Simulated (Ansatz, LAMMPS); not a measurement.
# Liquid Mg44Si45Fe11 (at. %) from a run at 1500 K (62 atoms), the frame at 60 fs of a trajectory (instantaneous temperature 527 K)

The starting structure: 62 atoms (27 Mg, 28 Si, 7 Fe) placed at random at 2.32 g/cm³, melted at 2000 K for 10 ps at fixed volume with the MEAM Al-Si-Mg-Cu-Fe potential (Jelinek et al., Phys. Rev. B 85, 245102 (2012)). Snapshot at the end of a hold of 10 ps at 1500 K and zero pressure.

Geometry: the frame at 60 fs of a trajectory (instantaneous temperature 527 K). Computed with Ansatz 0.2.0: Kohn-Sham DFT, PBE, PAW (set soft_2), plane waves; cutoff 420 eV, Γ point, gaussian smearing of 0.05 eV, spin polarised, started with 7 parallel moments, ending at 14.0 μB in the cell; density 2.05 g/cm³.

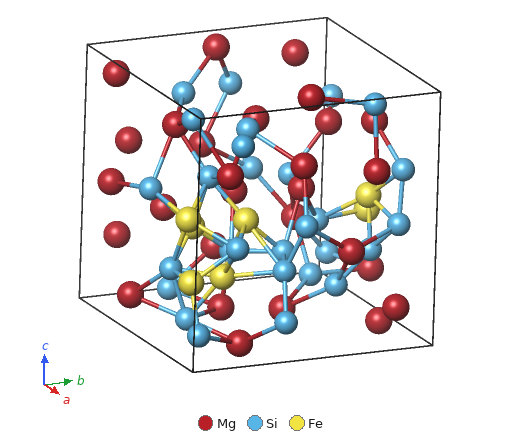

The structure (magnesium red, silicon blue, iron yellow). Bonds to atoms that aren't drawn are left out. Some periodic images of atoms are drawn too.

Cell vectors (Å):

```
11.404 0.000 0.000
0.000 11.404 0.000
0.000 0.000 11.404
```

Positions (Å):

```
1 Mg 9.931 5.954 11.306
2 Mg 5.551 4.075 0.787
3 Mg 5.014 1.906 9.073
4 Mg 0.735 1.343 2.929
5 Mg 6.650 6.461 0.803
6 Mg 8.925 2.698 7.803
7 Mg 4.952 0.038 1.597
8 Mg 4.809 4.879 5.725
9 Mg 2.791 4.993 2.641
10 Mg 11.138 9.716 1.819
11 Mg 6.737 7.164 6.173
12 Mg 1.715 5.328 11.227
13 Mg 2.672 0.050 6.014
14 Mg 2.735 2.554 4.608
15 Mg 9.200 3.246 0.317
16 Mg 0.488 1.881 7.042
17 Mg 1.689 4.791 6.922
18 Mg 2.589 8.890 3.479
19 Mg 10.979 8.694 8.000
20 Mg 9.570 5.890 8.123
21 Mg 2.241 0.344 10.722
22 Mg 10.137 8.005 4.222
23 Mg 4.960 5.753 8.908
24 Mg 2.168 8.882 10.728
25 Mg 4.069 9.653 8.108
26 Mg 6.615 10.615 8.791
27 Mg 8.015 10.437 0.226
28 Si 3.083 2.750 1.052
29 Si 8.941 10.928 7.243
30 Si 11.240 2.144 9.893
31 Si 10.163 0.827 1.190
32 Si 6.852 1.000 3.235
33 Si 9.879 4.959 3.581
34 Si 7.636 10.106 3.358
35 Si 7.172 1.676 0.983
36 Si 11.331 4.407 1.748
37 Si 4.927 8.604 1.597
38 Si 7.627 1.471 10.116
39 Si 3.967 7.929 5.909
40 Si 0.828 6.488 9.224
41 Si 5.302 8.661 4.170
42 Si 10.310 8.824 10.808
43 Si 1.582 10.955 8.399
44 Si 1.368 7.352 5.477
45 Si 5.871 4.316 3.391
46 Si 7.284 4.262 9.281
47 Si 5.461 0.587 6.466
48 Si 2.755 3.329 9.680
49 Si 9.360 10.592 4.938
50 Si 2.174 10.689 1.567
51 Si 9.978 2.639 4.854
52 Si 6.470 2.869 7.042
53 Si 7.641 5.965 3.704
54 Si 10.653 5.580 5.745
55 Si 8.470 8.118 2.220
56 Fe 9.205 0.856 3.286
57 Fe 5.902 2.415 4.701
58 Fe 7.873 1.268 5.702
59 Fe 7.642 4.128 5.297
60 Fe 4.910 11.204 4.263
61 Fe 8.053 2.900 3.011
62 Fe 7.100 10.196 5.639
```

Q: Give the force on every atom.

Columns: atom, fx, fy, fz (forces in eV/Å).

```
1 0.363 0.842 -0.065
2 -0.480 -1.236 -0.601
3 -0.272 0.065 0.178
4 -0.262 0.223 -0.040
5 0.484 1.101 0.260
6 1.156 -0.462 0.240
7 -0.521 -0.020 -0.506
8 -0.623 -0.057 0.459
9 0.054 0.212 0.380
10 -0.450 -0.140 -0.021
11 0.272 0.272 0.138
12 0.336 -0.503 0.565
13 0.159 -0.482 -0.207
14 0.806 0.486 0.171
15 0.136 0.155 -0.151
16 -0.174 -0.012 0.098
17 0.224 0.300 0.256
18 0.045 -0.258 0.002
19 0.374 0.572 -0.223
20 -0.149 -0.263 0.346
21 -0.033 1.616 -0.196
22 0.529 -0.350 0.842
23 -0.193 -0.058 -0.066
24 -0.484 -0.625 -0.019
25 -0.195 -0.261 -0.159
26 0.645 -0.096 -0.252
27 0.304 -0.343 0.247
28 -0.302 0.114 -0.549
29 -0.181 -0.168 -0.085
30 0.495 0.105 -0.355
31 -0.047 -0.072 -0.411
32 -0.613 -0.669 0.528
33 -0.340 -0.683 0.073
34 -0.159 -0.049 -0.088
35 0.271 0.154 0.528
36 -0.251 -0.186 0.010
37 -0.193 0.163 0.483
38 0.056 0.379 -0.598
39 -0.740 -0.824 0.645
40 -0.492 0.726 -0.562
41 0.500 1.005 -0.648
42 -0.070 -0.312 0.129
43 -0.462 -0.266 -0.358
44 -0.027 -0.158 -0.027
45 0.523 -0.007 -0.460
46 -0.205 0.176 0.063
47 0.510 0.069 -0.453
48 -0.477 -0.429 0.439
49 0.612 0.394 0.020
50 0.742 -0.294 0.517
51 -0.689 -0.114 -0.376
52 -0.600 0.178 -0.788
53 0.226 0.179 -0.137
54 0.397 0.231 -0.151
55 -0.278 -0.495 -0.682
56 0.210 -0.477 0.074
57 -0.336 0.157 0.765
58 0.024 -0.431 -0.380
59 -0.054 -0.418 -0.416
60 1.035 0.241 0.705
61 -0.176 0.916 0.460
62 -0.960 0.189 0.408
```

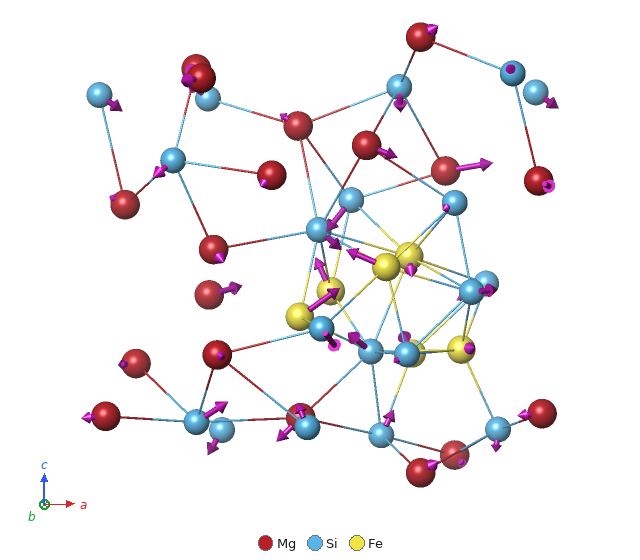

The forces as arrows, the longest 1.63 eV/Å. Drawn is a slice 6 Å thick, seen along the normal of the ac plane. Bonds to atoms that aren't drawn are left out.

In the spin-polarised runs the search for a state of lower energy was switched off. The network of bonds at the start is that of the classical potential that made the cell, and needn't be the one that DFT or experiment would give. The run was spin polarised, started with 7 parallel moments, ending at 14.0 μB in the cell; that starting order needn't be the real material's, and it bears on forces, charges and levels. Only the Γ point is sampled, in a cell whose shortest periodic width is 11 Å.

The r.m.s. force component is 0.444 eV/Å; the longest force, 1.63 eV/Å, acts on Mg21. The energy lies 64.2 meV/atom below that of the first step of this run.

[Logs are printed without paths, hosts, clocks, repeated set-up lines and the standing remarks that a program may print on its own settings, such as how far it seeks lower states.]

[Hosts, paths, dates, database ids (printed as entryN), source tags and the programs' standing remarks are cut or masked in the printed files.]
